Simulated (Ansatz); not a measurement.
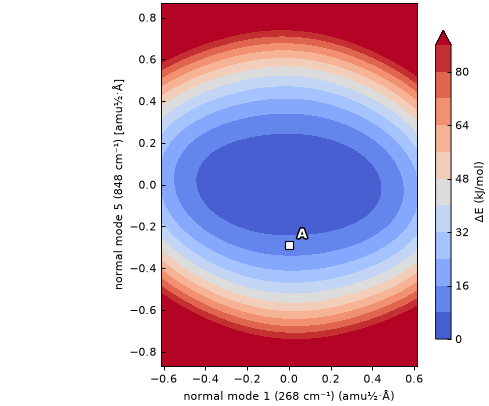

CH₃BCl, SMILES [CH2]BCl, spin multiplicity 2. Coordinates scanned: (1) normal mode 1 (268 cm⁻¹); (2) normal mode 5 (848 cm⁻¹). Nothing is relaxed (straight displacements along the two mass-weighted modes). The grid has 13 × 13 points; 90 points were computed and 79 follow by symmetry. Points are written as (first, second). All energies are given in kJ/mol relative to the lowest grid point. All numbers below come from UKS PBE0-D4/def2-TZVP (Ansatz 0.2.0).

The picture shows filled contours, one colour for all values above the top of the scale, the point A. Between grid points the surface is interpolated.

Is A at rest? If not, where is it pushed?

A, at (0.000 amu½·Å, −0.290 amu½·Å), is not a stationary point. The computed force is nearly zero along normal mode 1 (268 cm⁻¹) and 81 kJ/mol for each amu½·Å towards larger values of normal mode 5 (848 cm⁻¹).
